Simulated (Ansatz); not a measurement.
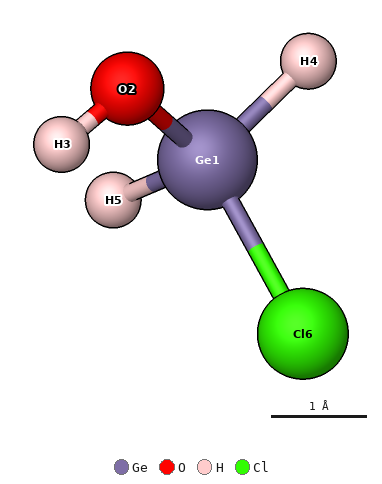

The starting structure (ball-and-stick view, seen at a tilt; atoms are numbered from 1 in the order of the input). Sticks mark near contacts.

**Run report: GeH3ClO, nudged elastic band**

- system: GeH3ClO
- method: RKS PBE/def2-SVP (Ansatz 0.2.0)

It belongs to a series of runs on one base structure; here: band between the two ends. Figures and captions count atoms from 1; the log counts them from 0 in places.

## Input file
```yaml
crystal:
  periodic: [false, false, false]
  atoms:
    - { symbol: Ge, position_ang: [0.338509, 7.2e-05, 0.056957] }
    - { symbol: O, position_ang: [0.669249, -0.138037, 1.809608] }
    - { symbol: H, position_ang: [-0.157197, -0.164099, 2.327774] }
    - { symbol: H, position_ang: [1.733312, -0.003066, -0.59798] }
    - { symbol: H, position_ang: [-0.552279, 1.228434, -0.265282] }
    - { symbol: Cl, position_ang: [-0.773994, -1.751404, -0.627775] }
basis:
  gaussian: { orbitals: def2-SVP }
hamiltonian:
  xc: pbe
neb:
  order_check: false
  images: 5
  f_tol: 0.03
  max_iterations: 60
  final_atoms:
    - { symbol: Ge, position_ang: [0.07804972, 0.32680685, -0.80935699] }
    - { symbol: O, position_ang: [0.98915976, 0.12796691, 1.23176949] }
    - { symbol: H, position_ang: [0.3537102, -0.60478616, 1.44661898] }
    - { symbol: H, position_ang: [1.84058744, -0.33725873, 1.09703971] }
    - { symbol: H, position_ang: [-1.02561162, 1.27509847, -0.1104571] }
    - { symbol: Cl, position_ang: [-0.9782955, -1.61592734, -0.15231209] }
  initial_path:
    images:
      - { positions_ang: [[0.338509, 7.2e-05, 0.056957], [0.669249, -0.138037, 1.809608], [-0.157197, -0.164099, 2.327774], [1.733312, -0.003066, -0.59798], [-0.552279, 1.228434, -0.265282], [-0.773994, -1.751404, -0.627775]] }
      - { positions_ang: [[0.22625556, 0.00045817, 0.03782768], [0.81698909, -0.09314731, 1.74858188], [-0.03763511, -0.20446693, 2.20505413], [1.7253846, -0.00220908, -0.27133399], [-0.61010299, 1.24150923, -0.34891006], [-0.86329115, -1.77024408, -0.66791763]] }
      - { positions_ang: [[0.11400213, 0.00084434, 0.01869837], [0.96472918, -0.04825762, 1.68755575], [0.08192679, -0.24483486, 2.08233425], [1.7174572, -0.00135215, 0.05531202], [-0.66792699, 1.25458446, -0.43253813], [-0.95258831, -1.78908417, -0.70806027]] }
      - { positions_ang: [[0.00174869, 0.00123051, -0.00043095], [1.11246927, -0.00336793, 1.62652963], [0.20148868, -0.28520279, 1.95961438], [1.7095298, -0.00049523, 0.38195803], [-0.72575098, 1.26765969, -0.51616619], [-1.04188546, -1.80792425, -0.7482029]] }
      - { positions_ang: [[0.02718237, 0.10975596, -0.27007297], [1.0713661, 0.04041035, 1.49494292], [0.25222919, -0.39173058, 1.78861591], [1.75321568, -0.11274973, 0.62031859], [-0.82570452, 1.27013929, -0.38092983], [-1.02068881, -1.74392528, -0.54957263]] }
      - { positions_ang: [[0.05261604, 0.2182814, -0.53971498], [1.03026293, 0.08418863, 1.3633562], [0.30296969, -0.49825837, 1.61761744], [1.79690156, -0.22500423, 0.85867915], [-0.92565807, 1.27261888, -0.24569346], [-0.99949215, -1.67992631, -0.35094236]] }
      - { positions_ang: [[0.07804972, 0.32680685, -0.80935699], [0.98915976, 0.12796691, 1.23176949], [0.3537102, -0.60478616, 1.44661898], [1.84058744, -0.33725873, 1.09703971], [-1.02561162, 1.27509847, -0.1104571], [-0.9782955, -1.61592734, -0.15231209]] }
```

Launch command:
```bash
ansatz run input.yaml --threads 1 --pin off --max-ram 2048MiB --backend cpu --events-out ev --progress --plain --runs-dir out
```

## Log
```
Engine: ansatz 0.2.0, x86_64-unknown-linux-gnu
Functional definition: PBE
  parameter kappa = 0.804
  parameter beta = 0.06672455060314922
  exchange = pbe_x(kappa = kappa, mu = beta*pi^2/3)
  correlation = pbe_c(beta = beta)
863 factors; their error is unknown
mean field evaluation 1: about -71104.0504 eV, gradient 5.8e1 eV
mean field evaluation 2: about -71047.2979 eV, gradient 1.6e2 eV
mean field evaluation 4: about -71109.4357 eV, gradient 1.2e1 eV
mean field evaluation 8: about -71109.7106 eV, gradient 1.4e-1 eV
mean field evaluation 16: about -71109.6595 eV, gradient 3.1e-5 eV
mean field -71109.65949553 eV, -2613.2317866024 hartree, gradient 3.1e-5 eV, S^2 0.000000; 0 other end points of the search recorded, 0 dependent functions left out
the calculation of the forces begins
reference -71109.65952446 eV, -2613.2317876656 hartree; 30, 30 occupied and 49, 49 virtual orbitals, 863 factors
863 factors; their error is unknown
mean field evaluation 32: about -71109.0692 eV, gradient 3.0e-4 eV
mean field -71109.06923316 eV, -2613.2100948602 hartree, gradient 1.1e-5 eV, S^2 0.000000; 0 other end points of the search recorded, 0 dependent functions left out
[... from here on the field's lines of each further geometry are left out, up to the last ...]
NEB iter   1: max|band force component| = 4.113e0 eV/Å  barrier→ = 4.2666 eV  barrier← = 3.6764 eV  Δτ_max = 0.1972 Å  (194 SCF iters)
NEB iter   2: max|band force component| = 2.068e0 eV/Å  barrier→ = 2.8197 eV  barrier← = 2.2294 eV  Δτ_max = 0.1965 Å  (158 SCF iters)
NEB iter   3: max|band force component| = 1.113e0 eV/Å  barrier→ = 2.2668 eV  barrier← = 1.6765 eV  Δτ_max = 0.1587 Å  (146 SCF iters)
NEB iter   4: max|band force component| = 7.558e-1 eV/Å  barrier→ = 1.9320 eV  barrier← = 1.3417 eV  Δτ_max = 0.2000 Å  (138 SCF iters)
NEB iter   5: max|band force component| = 6.846e-1 eV/Å  barrier→ = 1.7543 eV  barrier← = 1.1640 eV  Δτ_max = 0.0484 Å  (133 SCF iters)
NEB iter   6: max|band force component| = 1.878e0 eV/Å  barrier→ = 1.7780 eV  barrier← = 1.1877 eV  CI = image 4  Δτ_max = 0.1892 Å  (130 SCF iters)
NEB iter   7: max|band force component| = 1.800e0 eV/Å  barrier→ = 2.2427 eV  barrier← = 1.6524 eV  CI = image 4  Δτ_max = 0.1985 Å  (140 SCF iters)
NEB iter   8: max|band force component| = 1.691e0 eV/Å  barrier→ = 2.1733 eV  barrier← = 1.5830 eV  CI = image 4  Δτ_max = 0.1753 Å  (147 SCF iters)
NEB iter   9: max|band force component| = 6.294e-1 eV/Å  barrier→ = 2.1112 eV  barrier← = 1.5210 eV  CI = image 4  Δτ_max = 0.1927 Å  (136 SCF iters)
NEB iter  10: max|band force component| = 6.086e-1 eV/Å  barrier→ = 2.1056 eV  barrier← = 1.5153 eV  CI = image 4  Δτ_max = 0.1036 Å  (130 SCF iters)
NEB iter  11: max|band force component| = 1.217e0 eV/Å  barrier→ = 2.1039 eV  barrier← = 1.5136 eV  CI = image 4  Δτ_max = 0.0525 Å  (126 SCF iters)
NEB iter  12: max|band force component| = 2.938e-1 eV/Å  barrier→ = 2.1024 eV  barrier← = 1.5122 eV  CI = image 4  Δτ_max = 0.1052 Å  (126 SCF iters)
NEB iter  13: max|band force component| = 2.239e-1 eV/Å  barrier→ = 2.1013 eV  barrier← = 1.5111 eV  CI = image 4  Δτ_max = 0.1064 Å  (127 SCF iters)
NEB iter  14: max|band force component| = 5.099e-1 eV/Å  barrier→ = 2.1008 eV  barrier← = 1.5105 eV  CI = image 4  Δτ_max = 0.0526 Å  (133 SCF iters)
NEB iter  15: max|band force component| = 2.992e-1 eV/Å  barrier→ = 2.1007 eV  barrier← = 1.5105 eV  CI = image 4  Δτ_max = 0.0519 Å  (123 SCF iters)
NEB iter  16: max|band force component| = 1.089e-1 eV/Å  barrier→ = 2.1007 eV  barrier← = 1.5105 eV  CI = image 4  Δτ_max = 0.0507 Å  (107 SCF iters)
NEB iter  17: max|band force component| = 1.041e-1 eV/Å  barrier→ = 2.1007 eV  barrier← = 1.5105 eV  CI = image 4  Δτ_max = 0.0097 Å  (108 SCF iters)
NEB iter  18: max|band force component| = 5.681e-2 eV/Å  barrier→ = 2.1007 eV  barrier← = 1.5105 eV  CI = image 4  Δτ_max = 0.0101 Å  (107 SCF iters)
the calculation of the forces begins
reference -71108.84455462 eV, -2613.2018380762 hartree; 30, 30 occupied and 49, 49 virtual orbitals, 863 factors
863 factors; their error is unknown
mean field evaluation 736: about -71100.6216 eV, gradient 6.1e1 eV
mean field -71107.55876988 eV, -2613.1545863587 hartree, gradient 9.3e-6 eV, S^2 0.000000; 1 other end points of the search recorded, 0 dependent functions left out
the calculation of the forces begins
reference -71107.55879859 eV, -2613.1545874137 hartree; 30, 30 occupied and 49, 49 virtual orbitals, 863 factors
NEB iter  19: max|band force component| = 1.514e-2 eV/Å  barrier→ = 2.1007 eV  barrier← = 1.5105 eV  CI = image 4  Δτ_max = 0.0000 Å  (233 SCF iters)
```

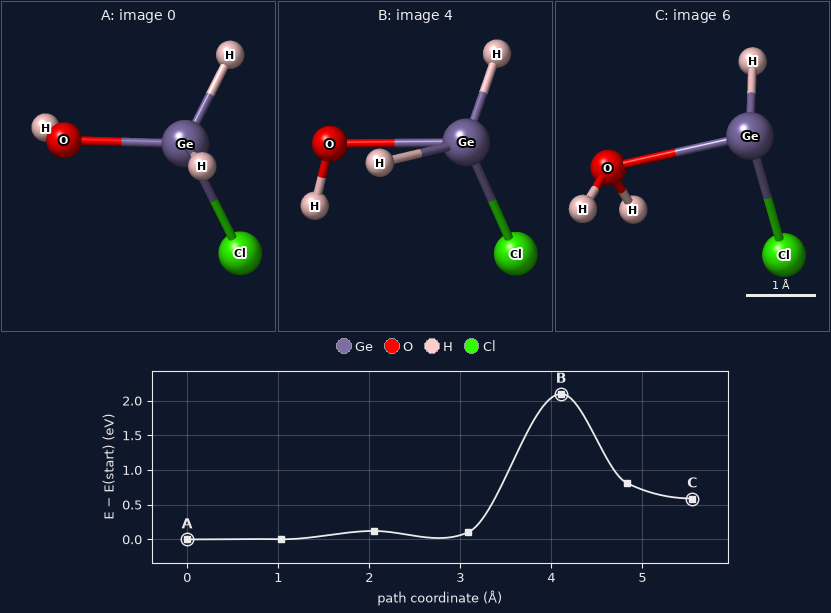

Images of the last band (counted from 0; ball-and-stick, seen at a tilt) above the energy along the path; the line is a cubic interpolation that uses the forces. The highest image is number 4, 2.101 eV above the start and 1.510 eV above the end (the climbing image); the end lies 0.590 eV above the start. The path is 5.55 Å long. The band converged in 19 iterations.

```
Total energy: -71107.55879859 eV, -2613.1545874137 hartree
Atom 0 at     0.203434     0.098310    -0.345751 Å, force     0.000056    -0.000044    -0.000007 eV/Å
Atom 1 at     0.710048     0.194109     1.609970 Å, force     0.000004    -0.000022     0.000006 eV/Å
Atom 2 at     0.612054    -0.718314     1.961580 Å, force    -0.000007     0.000029    -0.000014 eV/Å
Atom 3 at     1.603258    -0.043032     0.463321 Å, force    -0.000019     0.000011     0.000000 eV/Å
Atom 4 at    -0.773256     1.313358    -0.520583 Å, force    -0.000030    -0.000012     0.000015 eV/Å
Atom 5 at    -1.097939    -1.672531    -0.465236 Å, force    -0.000004     0.000037    -0.000000 eV/Å
Dipole moment:     0.190681     0.018945     0.009951 e Å
this run last wrote the band of iteration 19 to [file]
```

## The last band as extended XYZ (Å, eV, eV/Å)
```
6
Properties=species:S:1:pos:R:3:forces:R:3 image=0 energy=-71109.65950
Ge    0.3385    0.0001    0.0570   -0.0011  -0.0001   0.0013
O     0.6692   -0.1380    1.8096   -0.0012   0.0002  -0.0001
H    -0.1572   -0.1641    2.3278    0.0011  -0.0003  -0.0010
H     1.7333   -0.0031   -0.5980    0.0006  -0.0004  -0.0005
H    -0.5523    1.2284   -0.2653    0.0000  -0.0002  -0.0001
Cl   -0.7740   -1.7514   -0.6278    0.0006   0.0008   0.0004
6
Properties=species:S:1:pos:R:3:forces:R:3 image=1 energy=-71109.65655
Ge    0.2588    0.0706    0.0600   -0.0011  -0.0069   0.0021
O     0.1717    0.2254    1.8405   -0.0110  -0.0289  -0.0011
H     0.4188   -0.6132    2.2757    0.0177   0.0382   0.0040
H     1.7113   -0.1543   -0.4360   -0.0008  -0.0048   0.0052
H    -0.4314    1.3385   -0.4819    0.0011  -0.0020   0.0067
Cl   -0.8717   -1.6951   -0.5550   -0.0058   0.0043  -0.0169
6
Properties=species:S:1:pos:R:3:forces:R:3 image=2 energy=-71109.53760
Ge    0.2063   -0.0585    0.0785    0.0060   0.0101  -0.0028
O    -0.0098   -0.2682    1.8471    0.0308   0.0492   0.0111
H     0.7535    0.0989    2.3341   -0.0301  -0.0714  -0.0301
H     1.6826   -0.2979   -0.3422    0.0043   0.0129   0.0181
H    -0.3658    1.3045   -0.3859   -0.0114   0.0025  -0.0207
Cl   -1.0092   -1.6070   -0.8283    0.0003  -0.0032   0.0246
6
Properties=species:S:1:pos:R:3:forces:R:3 image=3 energy=-71109.55934
Ge    0.2201    0.0754    0.0323   -0.0175  -0.0063   0.3136
O     0.2176    0.2328    1.8140   -0.3683   0.0116   0.1571
H     0.5628   -0.6068    2.1734    0.0159   0.0729   0.1518
H     1.7219   -0.1522   -0.2191    0.0961  -0.0735  -0.5989
H    -0.5140    1.3017   -0.5524    0.1646  -0.0016   0.0332
Cl   -0.9509   -1.6791   -0.5449    0.1093  -0.0031  -0.0569
6
Properties=species:S:1:pos:R:3:forces:R:3 image=4 energy=-71107.55877
Ge    0.2034    0.0983   -0.3458    0.0001   0.0000   0.0000
O     0.7100    0.1941    1.6100    0.0000   0.0000   0.0000
H     0.6121   -0.7183    1.9616    0.0000   0.0000   0.0000
H     1.6033   -0.0430    0.4633    0.0000   0.0000   0.0000
H    -0.7733    1.3134   -0.5206    0.0000   0.0000   0.0000
Cl   -1.0979   -1.6725   -0.4652    0.0000   0.0000   0.0000
6
Properties=species:S:1:pos:R:3:forces:R:3 image=5 energy=-71108.84452
Ge    0.1309    0.1886   -0.7019   -0.0505   0.0732  -0.4010
O     0.9134    0.1324    1.4267    0.1841  -0.0327  -0.1933
H     0.6096   -0.7274    1.7975   -0.0588   0.0373  -0.1457
H     1.7198   -0.0991    0.9066    0.1292  -0.0693   0.5342
H    -0.9618    1.3089   -0.3540   -0.1668  -0.0304   0.0996
Cl   -1.1544   -1.6315   -0.3716   -0.0372   0.0219   0.1062
6
Properties=species:S:1:pos:R:3:forces:R:3 image=6 energy=-71109.06923
Ge    0.0780    0.3268   -0.8094   -0.0065   0.0054   0.0069
O     0.9892    0.1280    1.2318    0.0172  -0.0057  -0.0306
H     0.3537   -0.6048    1.4466    0.0138  -0.0053   0.0022
H     1.8406   -0.3373    1.0970   -0.0227   0.0017   0.0253
H    -1.0256    1.2751   -0.1105   -0.0035   0.0042  -0.0042
Cl   -0.9783   -1.6159   -0.1523    0.0018  -0.0004   0.0004
```

## Results in brief

| quantity | value |
| --- | --- |
| outcome | converged |
| barrier, forward | 2.101 eV |
| barrier, backward | 1.510 eV |
| hardware | 1 thread of Intel Xeon (Granite Rapids), 32 GiB of memory available, shared host |
| wall time | 89 s |
| peak memory | 0.15 GiB |

## Notes

The order of the saddle point was not checked.
